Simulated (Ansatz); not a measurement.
NaI: Sr on a Na site, symmetric start

The parent structure is a 16-atom supercell of NaI in the rock salt structure (space group Fm-3m, No. 225; a = 6.460 Å) at its relaxed geometry.

Now apply this change: a neutral Sr on a Na site, symmetric start, atoms relaxed at fixed cell.

Calculations: Ansatz (a first-principles code), r2SCAN, PAW, cutoff 500 eV, scalar-relativistic without spin-orbit coupling. k-mesh 4×4×4 (Γ-centred); smearing 0.01 eV (Fermi–Dirac).

```json
[
 {"quantity": "pressure", "base": "0.0 GPa", "changed": "1.0 GPa", "shift": "+1.0 GPa"},
 {"quantity": "largest displacement of a host atom from its site in the perfect cell", "base": "–", "changed": "0.05 Å", "shift": "–"}
]
```

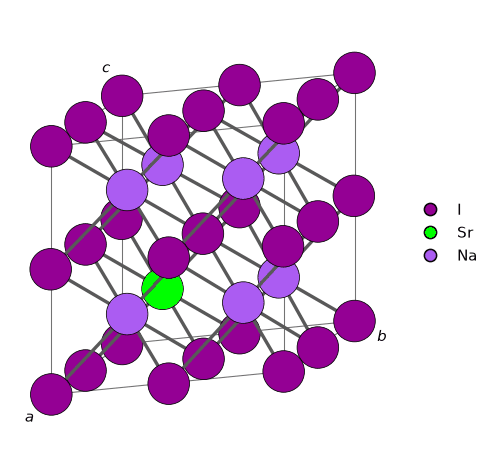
Fig. 1. The relaxed cell after the change

The magnetic state is the one reached from the starting moments; the real material's order can differ, and small cells can't hold many antiferromagnetic ones. The cell is small, so the values are those of an ordered compound at a high defect concentration; dilute-limit values will differ. A case with no gap was solved on a k-mesh chosen for an insulator, which is coarse for it. The defect started on the symmetric site and kept its symmetry, so it may sit on a saddle. The defect cell is spin-polarised and ends with 0.4 μB, a fractional moment that hangs on the mesh and smearing.
